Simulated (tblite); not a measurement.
# C2H11FGe3O: the cost of one run

Programs: tblite 0.8.0 and PySCF 2.14.0, with density-fitted response routines of our own. Each step states its level of theory. These are calculated values for one molecule in the gas phase, unless marked as measured. Atoms count from 0, in the outputs and in this text.

**1. The molecule as given**

18 atoms, charge 0, multiplicity 1; geometry from: force field or distance geometry start.

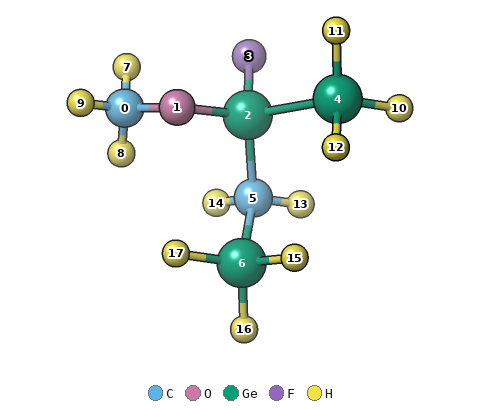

The starting geometry (carbon blue, oxygen pink, germanium teal, fluorine purple, hydrogen yellow), atoms numbered; sticks join atoms by distance.

**2. Geometry optimisation with GFN2-xTB**

The job: settings as JSON, then the geometry in Å.

```
{"job": {"kind": "relax", "xc": "GFN2-xTB", "basis": "xTB"}, "charge": 0, "multiplicity": 1}
C     -1.183000    -2.245600     0.365200
O     -1.196600    -0.908600     0.806500
Ge    -0.797500     0.148700    -0.582700
F     -1.880000    -0.196700    -1.939500
Ge    -1.121400     2.431800     0.072200
C      1.035400    -0.100000    -1.151500
Ge     2.223400     0.067800     0.382800
H     -1.961900    -2.400500    -0.409300
H     -0.182700    -2.544800    -0.005700
H     -1.441400    -2.905000     1.226600
H     -0.718900     3.359400    -1.110800
H     -2.613600     2.662500     0.426300
H     -0.240900     2.744600     1.309300
H      1.307900     0.670100    -1.905000
H      1.154700    -1.098000    -1.595600
H      2.093800     1.487800     1.001500
H      3.686700    -0.173000    -0.061400
H      1.827200    -0.994300     1.453000
```

Launch:

```
$ OMP_NUM_THREADS=1 python probes_run.py task.json out
```

One launch serves the whole session: the jobs run in the order shown.

**Question.** How long does this first job take on 1 thread of Intel Xeon at 2.50GHz, shared host?

About 3.2 s.
